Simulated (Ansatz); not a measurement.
## Electronic structure of CH$_{4}$BClSi (SMILES [SiH2]=CBCl) in real space

```csv
atom,x (Å),y (Å),z (Å)
Si,0.1025,1.4816,-0.2339
C,0.2629,-0.2234,-0.4262
B,-0.2905,-1.2572,0.5391
Cl,-1.1826,-0.7963,2.0061
H,0.6640,2.4514,-1.2120
H,-0.5959,2.1329,0.9002
H,0.8045,-0.5752,-1.3126
H,-0.1600,-2.4456,0.3716
```

Level of theory: Ansatz 0.2.0, RKS PBE0/def2-SVP.

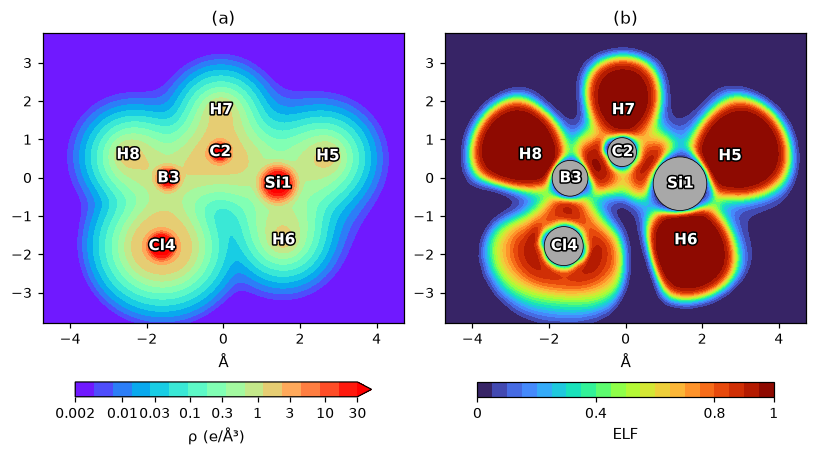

Figure 1. (a) total electron density; (b) electron localisation function on the molecular plane. Grey discs cover the atomic cores in the ELF map.

> What does the map show?

- Atoms in the plane: Si, C, B, Cl and H.
- C–B (1.52 Å): ρ at the midpoint is about 1.5 e/Å³; the ELF peaks at about 0.95 between the atoms: a covalent bond.
- C–Si (1.72 Å): ρ is about 1.1 e/Å³ halfway; the ELF peaks at about 0.90 between the atoms (localised, covalent bonding).
- B–Cl (1.78 Å): ρ is about 1.3 e/Å³ halfway; the ELF peaks at about 0.90 between the atoms: a polar covalent bond.
- C–H (1.10 Å): ρ is about 1.9 e/Å³ halfway; the ELF climbs to about 1 towards the hydrogen, as it does in any bond to H; a covalent bond by its length.
- B–H (1.21 Å): ρ at the midpoint is about 1.2 e/Å³; the ELF climbs to about 1 towards the hydrogen (a covalent bond by its length).
- The ELF also peaks beside Cl4, away from the bonds: lone-pair regions.

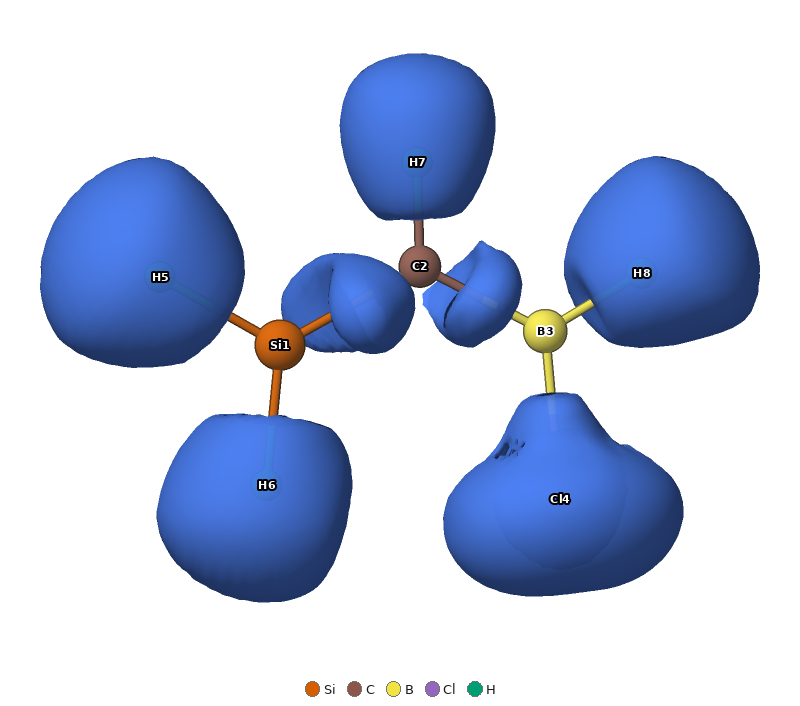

Figure 2. Isosurface of the electron localisation function at 0.8 (blue), seen at a tilt. Core shells and regions of very low density are left out.

> Where are the electrons localised?

At this value the surface marks out one region between bonded B–C atoms (shared pairs), one region between bonded C–Si atoms (shared pairs), four regions around hydrogen nuclei and one region on Cl in which the atom's valence shell and bonds are merged.

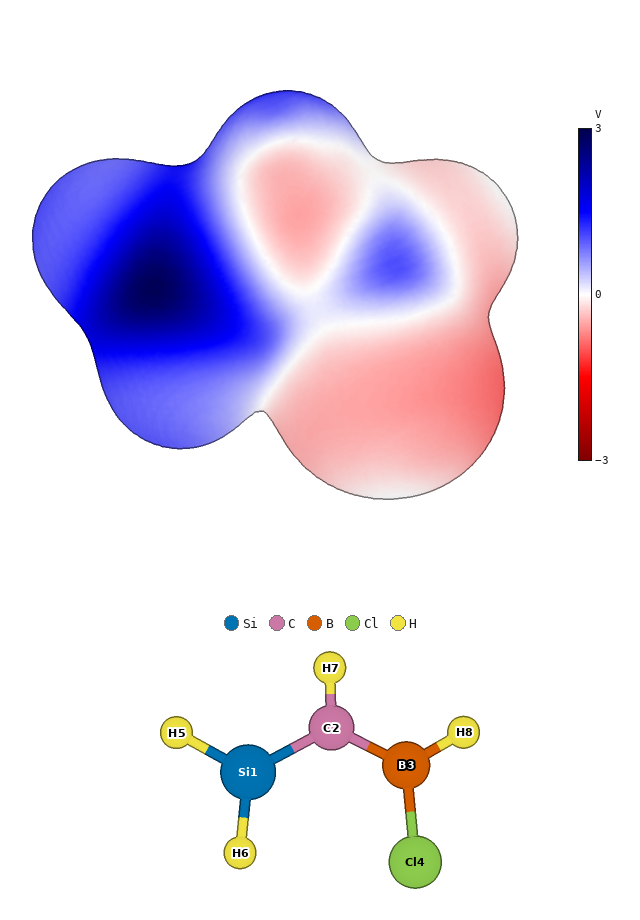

Figure 3. The molecular electrostatic potential painted on the density surface at 0.004 e/bohr³, seen across its widest extent; red is negative and blue positive. The bare structure is drawn below in the same view.

> Describe the electrostatic potential map.

The most negative region (about −0.9 V, or −21 kcal/mol for a unit charge) lies over Cl4, the most positive (about +2.9 V, or +67 kcal/mol for a unit charge) over Si1.
